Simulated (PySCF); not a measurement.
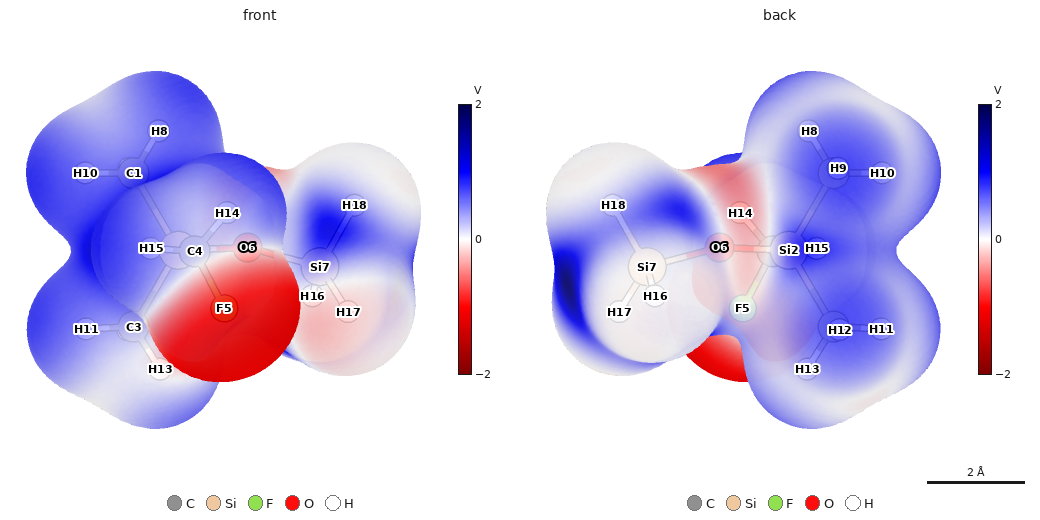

C₃H₁₁FOSi₂ (SMILES C[Si](C)(CF)O[SiH3]). The electrostatic potential painted on the density surface at 0.002 e/bohr³, seen from the front and from behind; the colour scale runs from red (negative) to blue (positive).

Geometry: GFN2-xTB.

All numbers below come from CAM-B3LYP/def2-SVPD, SCF density, gas phase (PySCF).

```
atom    x (Å)    y (Å)    z (Å)
   C  -0.4455   1.7854  -1.2064
  Si  -0.3464   0.1688  -0.2148
   C  -1.0074  -1.3448  -1.1520
   C  -1.3272   0.3791   1.4299
   F  -1.3308  -0.8040   2.1478
   O   1.2130  -0.0582   0.1765
  Si   2.5611  -0.7016   0.8170
   H  -0.1358   2.6393  -0.6115
   H   0.2042   1.7408  -2.0743
   H  -1.4537   1.9760  -1.5593
   H  -2.0364  -1.2051  -1.4691
   H  -0.4121  -1.5460  -2.0380
   H  -0.9739  -2.2312  -0.5246
   H  -0.8832   1.1301   2.0878
   H  -2.3766   0.6375   1.2712
   H   3.1881  -1.4668  -0.2601
   H   2.1954  -1.5488   1.9483
   H   3.3582   0.4557   1.2199
```

> Where is the surface potential most negative and most positive?

The most negative region (about −1.2 V) lies over F5, the most positive (about +1.5 V) over Si7.

> What dipole moment does the calculation give?

Its dipole moment is 1.72 D.
